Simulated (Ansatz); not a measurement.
**Energy over volume and axial ratio for InSb (zinc blende)**

InSb (zinc blende)

```xyz
2
Lattice="0.0000 3.3173 3.3173 3.3173 0.0000 3.3173 3.3173 3.3173 0.0000" Properties=species:S:1:pos:R:3 pbc="T T T"
Sb     4.9760     4.9760     4.9760
In     0.0000     0.0000     0.0000
```

Two coordinates are scanned: the volume, and the ratio of the stretch along z (the conventional c axis) to the stretch across it. Atoms keep their fractional coordinates.

The numbers are results of PBE (plane waves to 420 eV, PAW, scalar-relativistic; Ansatz, an electronic-structure program), not measurements. k mesh 12×12×12 (Γ-centred), Fermi-Dirac smearing 0.05 eV. E stands for the smeared free energy. With partly filled bands, the response to shear is sensitive to the k mesh, so small differences along c/a are uncertain. At this level the bands of InSb touch or barely overlap; measurements give the solid a gap. InSb was relaxed with its symmetry unable to fall. Spin-orbit coupling is left out, though Sb is heavy. The zero of ΔE is the relaxed starting cell.

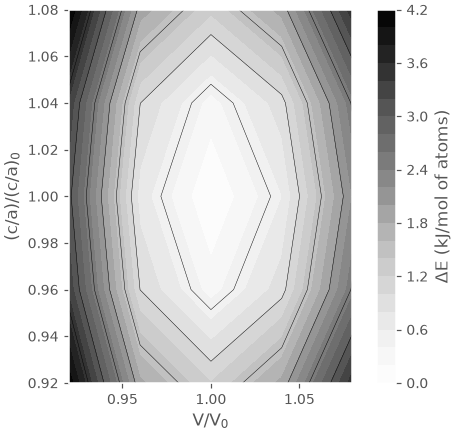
Figure. ΔE (kJ/mol of atoms) over the 5×5 grid of computed points.

The shear modulus C′ = (C11 − C12)/2 (fit, atoms clamped) is 13 GPa. Highest place on the grid: V/V₀ = 0.920, (c/a)/(c/a)₀ = 1.080 (43 meV/atom). Lowest place on the grid: V/V₀ = 1.000, (c/a)/(c/a)₀ = 1.000 (0 meV/atom).

Near the relaxed cell σzz − σxx = −2Cδ (compression positive), C being this modulus and δ the logarithm of the ratio.

(A scan under strain: stresses follow from slopes of the energy per volume, elastic moduli from its curvatures.)
